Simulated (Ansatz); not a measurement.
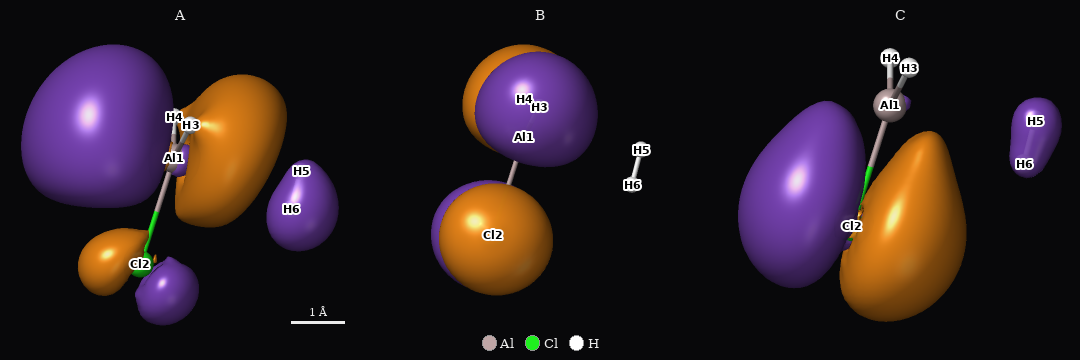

The picture shows: AlClH₂···H₂. Three frontier orbitals at ±0.08 Å⁻³ᐟ² (orange and purple are the two phases), in no order.

Level of theory: RKS PBE0-D4/6-31G* in Ansatz 0.2.0.

```yaml
atoms:
  - { symbol: Al, position_ang: [0.0018, 0.1760, 0.2090] }
  - { symbol: Cl, position_ang: [-0.0169, 0.8468, 2.2137] }
  - { symbol: H, position_ang: [1.4112, 0.0495, -0.4979] }
  - { symbol: H, position_ang: [-1.3985, -0.0352, -0.4957] }
  - { symbol: H, position_ang: [0.0782, -2.2504, 0.5071] }
  - { symbol: H, position_ang: [0.0680, -2.0521, 1.2287] }
```

### Order the three orbitals by energy and name them.

C is the HOMO−1 (−9.27 eV). Its weight (Hirshfeld) is mainly on Cl2 (about 90 %); largely a lone pair of Cl2. B is the HOMO (−8.45 eV). By Hirshfeld shares it lies mainly on Cl2 (about 40 %), Al1 (about 20 %), H3 (about 20 %) and H4 (about 20 %). A is the LUMO (−1.03 eV). Its weight (Hirshfeld) is mainly on Al1 (about 70 %) and Cl2 (about 10 %).

### What is the HOMO–LUMO gap?

7.42 eV between the orbital energies.
